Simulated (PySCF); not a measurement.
# ClFO2S (sulfuryl chloride fluoride): the cost of one run

Computed with PySCF 2.14.0, with density-fitted response routines of our own, on a single molecule in the gas phase. Atoms count from 0, in the outputs and in this text.

### Step 1. The molecule as given

5 atoms, charge 0, multiplicity 1; geometry from: GFN2-xTB. The atoms were then displaced at random by about 0.01 Å, so the start is not that level's minimum.

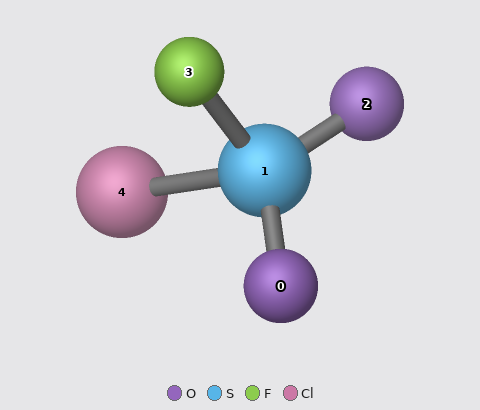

As it starts; oxygen purple, sulfur blue, fluorine green, chlorine pink, atoms numbered; sticks join atoms by distance.

### Step 2. Geometry optimisation at PBE0-D3(BJ)/def2-SVP

The job: settings as JSON, then the geometry in Å.

```
{"job": {"xc": "PBE0", "basis": "def2-SVP", "d3": "d3bj", "grid": 1, "shake": 0.01, "kind": "geom"}, "charge": 0, "multiplicity": 1}
O     -0.497210    -0.976960    -1.070860
S     -0.152750    -0.159310     0.025060
O     -0.596800    -0.422880     1.334500
F     -0.563430     1.371030    -0.321200
Cl     1.843760     0.154150    -0.005390
```

Command:

```
$ OMP_NUM_THREADS=1 python probes_run.py task.json out
```

One launch serves the whole session: the jobs run in the order shown.

**Question.** How long does this first job take on 1 thread of Arm Neoverse V1, shared host, and how much memory does it need?

About 14 s, with a peak of 0.34 GiB.
